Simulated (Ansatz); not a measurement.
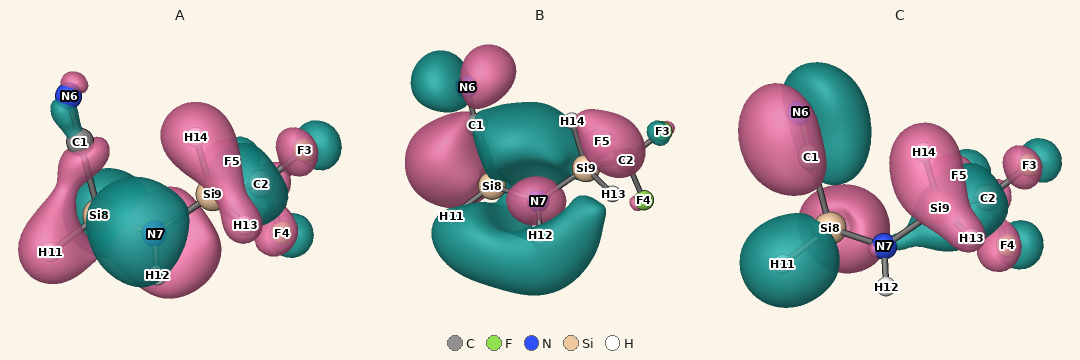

Figure. C₂H₅F₃N₂Si₂ (SMILES N#C[SiH2]N[SiH2]C(F)(F)F). Three frontier orbitals at ±0.06 Å⁻³ᐟ² (teal and pink are the two phases), in no order.

Geometry: PBE0-D3(BJ)/def2-SVP.

Computed with Ansatz, isolated molecule in a Gaussian basis; Kohn-Sham density functional theory, functional PBE0.

Input file:

```
crystal:
  periodic: [false, false, false]
  atoms:
    - {symbol: C, position_ang: [-1.312914, -1.049946, -0.417280]}
    - {symbol: C, position_ang: [1.320138, 1.231572, 2.356957]}
    - {symbol: F, position_ang: [1.430321, 1.051010, 3.679204]}
    - {symbol: F, position_ang: [2.133501, 2.245404, 2.021684]}
    - {symbol: F, position_ang: [0.060801, 1.642082, 2.110742]}
    - {symbol: "N", position_ang: [-2.048876, -1.816086, 0.047403]}
    - {symbol: "N", position_ang: [1.394873, -0.053902, -0.333970]}
    - {symbol: Si, position_ang: [-0.121370, 0.183126, -1.143295]}
    - {symbol: Si, position_ang: [1.704185, -0.369063, 1.347101]}
    - {symbol: H, position_ang: [-0.747292, 1.518979, -0.954202]}
    - {symbol: H, position_ang: [0.034364, -0.113864, -2.591786]}
    - {symbol: H, position_ang: [2.216815, 0.155834, -0.894650]}
    - {symbol: H, position_ang: [3.144318, -0.689334, 1.529825]}
    - {symbol: H, position_ang: [0.797608, -1.420780, 1.875283]}
basis:
  gaussian: {orbitals: def2-SVPD}
hamiltonian: {xc: {name: PBE0}}
output: {forces: true, orbitals: {seedname: orbitals}}
```

Run with:

```sh
ansatz run input.yaml --threads 2 --pin off --max-ram 5220MiB --events-out events.jsonl --progress --plain --runs-dir runs
```

Which picture is the HOMO−1, the HOMO and the LUMO?

Answer. C is the HOMO−1 (−9.85 eV). It lies mainly on N6 (about 30 %), C1 (about 20 %), Si8 (about 10 %), H11 (about 10 %), H10 (about 10 %) and Si9 (about 5 %). A is the HOMO (−8.51 eV). By Hirshfeld shares it lies mainly on N7 (about 45 %), Si9 (about 10 %), Si8 (about 10 %), C2 (about 10 %) and H10 (about 5 %). B is the LUMO (−1.26 eV). It lies mainly on Si8 (about 25 %), N6 (about 20 %), C1 (about 15 %), Si9 (about 10 %), H12 (about 10 %) and N7 (about 5 %).

What is the HOMO–LUMO gap?

Answer. 7.25 eV between the orbital energies.
